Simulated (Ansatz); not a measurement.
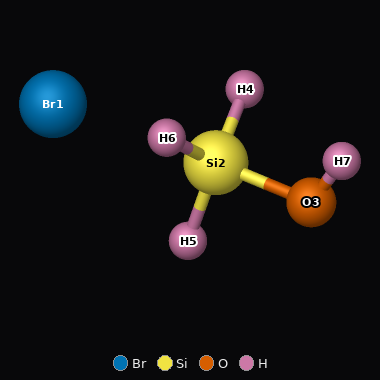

The system is the pair Br···H₄OSi, charge −1; the picture shows the reference structure. Coordinates scanned: (1) separation of Si2 and Br1 along their line in the relaxed pair; (2) sideways slip of Br1. Nothing is relaxed (both partners rigid). The grid has 11 × 11 points. Points are written as (first, second). Energies are in eV, from the ion and the molecule far apart, frozen as in the relaxed pair, each in its own basis (no counterpoise correction). Computed with Ansatz, RKS PBE0-D4/def2-SVPD.

Its coordinates:

```xyz
7

Br    0.9474    0.6931   -2.7244
Si    0.0402   -0.0948   -0.0257
O    -0.4655   -0.6406    1.5552
H     0.9774    1.0221    0.2872
H     0.6352   -1.3654   -0.5055
H    -1.2387    0.3410   -0.6568
H    -0.8960    0.0447    2.0701
```

Range: separation of Si2 and Br1 along their line in the relaxed pair from 2.481 to 5.081 Å; sideways slip of Br1 from −1.5 to 1.5 Å.

Predict the map.

Answer. The lowest grid point is at (2.963 Å, 0.0 Å), −0.722 eV from the ion and the molecule far apart, frozen as in the relaxed pair, each in its own basis (no counterpoise correction). No other kind of well shows on this grid. The highest grid point, (2.481 Å, −1.5 Å), lies 0.716 eV above the lowest. Round the minimum the two coordinates are nearly uncoupled.

```tsv
second ↓, first →	2.481	2.585	2.755	2.963	3.202	3.467	3.753	4.059	4.384	4.725	5.081
1.5	−0.288	−0.375	−0.459	−0.495	−0.483	−0.439	−0.381	−0.323	−0.269	−0.224	−0.187
1.2	−0.269	−0.386	−0.498	−0.547	−0.535	−0.484	−0.416	−0.348	−0.287	−0.236	−0.195
0.9	−0.277	−0.418	−0.550	−0.605	−0.589	−0.528	−0.449	−0.371	−0.302	−0.246	−0.202
0.6	−0.309	−0.467	−0.609	−0.661	−0.637	−0.565	−0.476	−0.389	−0.314	−0.254	−0.206
0.3	−0.350	−0.516	−0.659	−0.705	−0.672	−0.591	−0.493	−0.400	−0.321	−0.258	−0.209
0.0	−0.372	−0.539	−0.680	−0.722	−0.684	−0.599	−0.498	−0.403	−0.322	−0.258	−0.209
−0.3	−0.350	−0.516	−0.658	−0.704	−0.669	−0.587	−0.490	−0.397	−0.318	−0.255	−0.206
−0.6	−0.275	−0.441	−0.592	−0.650	−0.628	−0.557	−0.468	−0.381	−0.307	−0.247	−0.201
−0.9	−0.164	−0.334	−0.497	−0.572	−0.567	−0.512	−0.435	−0.359	−0.291	−0.236	−0.193
−1.2	−0.060	−0.230	−0.399	−0.487	−0.498	−0.459	−0.396	−0.331	−0.272	−0.223	−0.183
−1.5	−0.006	−0.162	−0.323	−0.412	−0.432	−0.404	−0.355	−0.301	−0.250	−0.207	−0.172
```

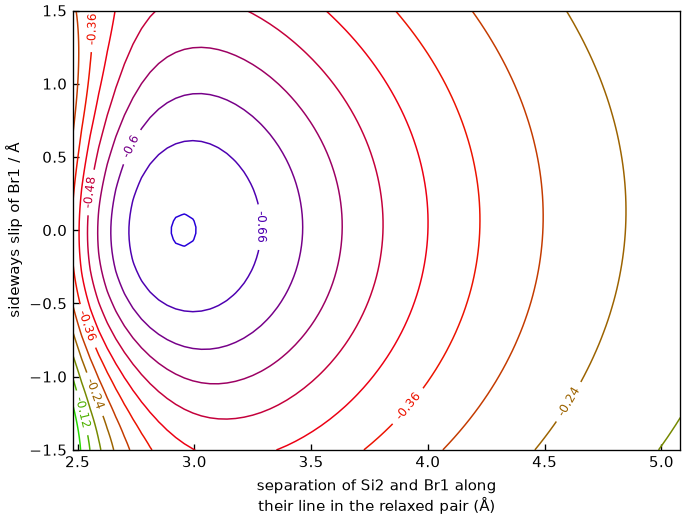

The picture shows contour lines labelled in eV. Between grid points the surface is interpolated.

Time for the 121 points that were run: 6.5 min on 1 thread of Intel(R) Xeon(R) 6975P-C (Granite Rapids) (shared host).
